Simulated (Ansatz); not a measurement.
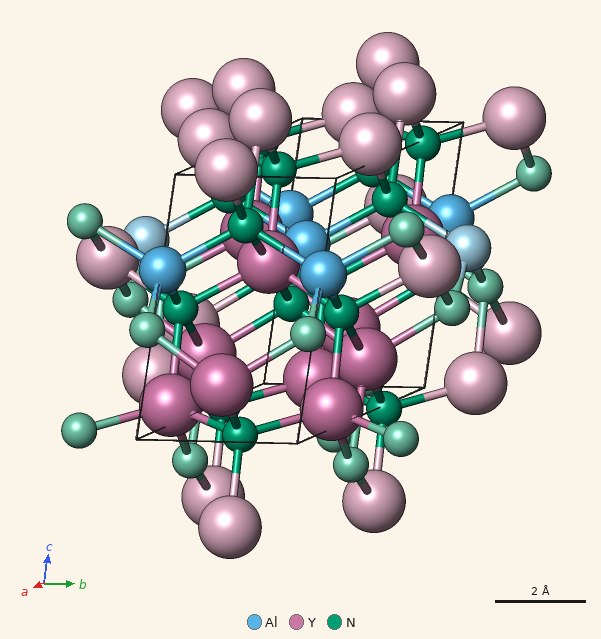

Ball-and-stick representation of a periodic structure, projected slightly off an axis. Thin lines show the conventional unit cell, with boundary atoms drawn in all their periodic places. Bonded atoms from the next cells complete the picture, in fainter colours.

Y$_{3}$AlN$_{4}$, space group Cm (No. 8), a = 12.102 Å, b = 3.715 Å, c = 6.704 Å, α = 90.00°, β = 123.35°, γ = 90.00°. The structure was taken from a structure type filled with these elements by a generator (whether the compound takes this form wasn't checked). Earlier steps of the study may have refined or changed the cell and positions. It went into a calculation with Ansatz.

This one geometry was computed with Ansatz (DFT, plane waves, PAW) at five levels of theory: PBE0, PBE, r2SCAN, HSE06 and PBE with spin-orbit coupling. It was relaxed beforehand with r2SCAN.

Which level gives the highest pressure at this volume, and what does that say about its equilibrium volume?

Highest: PBE (1.4 GPa) and PBE with spin-orbit coupling (1.4 GPa), which points to the largest equilibrium volume. Lowest, with the smallest volume: PBE0 (-1.1 GPa) and HSE06 (-1.1 GPa). Levels within 0.5 GPa of each other can't be told apart.

How does the band gap change with the level of theory?

PBE with spin-orbit coupling: a gap of 1.81 eV, indirect; PBE: a gap of 1.81 eV, indirect; r2SCAN: a gap of 2.21 eV, indirect; HSE06: a gap of 2.82 eV, direct; PBE0: a gap of 3.50 eV, direct.

Collect the results in a table.

| level | cutoff (eV) | k-mesh of the run's cell | gap (eV) | pressure (GPa) |
| --- | --- | --- | --- | --- |
| PBE0 | 420 | 4×4×4 | 3.50 | -1.1 |
| PBE | 420 | 8×8×6 | 1.81 | 1.4 |
| r2SCAN | 500 | 8×8×6 | 2.21 | 0.0 |
| HSE06 | 420 | 4×4×4 | 2.82 | -1.1 |
| PBE with spin-orbit coupling | 420 | 8×8×6 | 1.81 | 1.4 |

Gaps are taken on the k-mesh or band path of each run.
